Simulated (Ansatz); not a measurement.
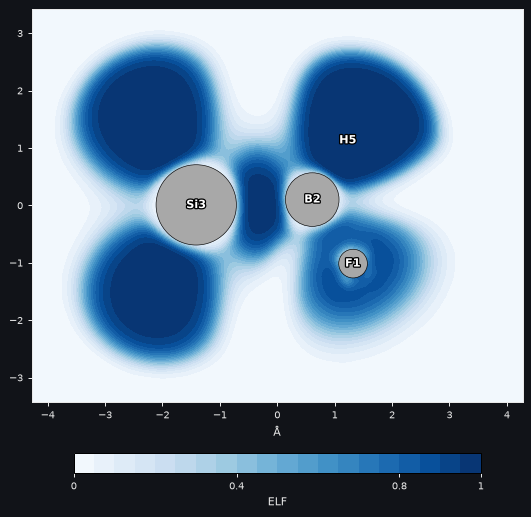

Figure 1: BFH4SSi. ELF on the plane of atoms F1, B2 and H5. Grey discs cover the atomic cores.

Geometry: PBE0-D4/def2-TZVP.

All numbers below come from RKS PBE0-D4/def2-TZVPP (Ansatz 0.2.0).

```xyz
8

F    -1.8053   -1.1843    0.5874
B    -0.7989   -0.4434    1.0208
Si    0.1832    0.7777   -0.2687
S     1.7798   -0.4472   -1.0363
H    -0.4599   -0.6110    2.1617
H    -0.6538    1.3302   -1.3683
H     0.8846    1.8870    0.4262
H     0.9625   -1.3661   -1.5788
```

**What does the map show?**

- Atoms in the plane: F, B, Si and H.
- B–F (1.32 Å): the ELF peaks at about 0.85 between the atoms: a shared but strongly polarised pair.
- Si–B (2.03 Å): the ELF peaks at about 1 between the atoms, as expected for a shared electron pair.
- B–H (1.20 Å): the ELF climbs to about 1 towards the hydrogen, as it does in any bond to H (an ordinary covalent bond to hydrogen).
- The ELF also peaks beside F1, away from the bonds: lone-pair regions.
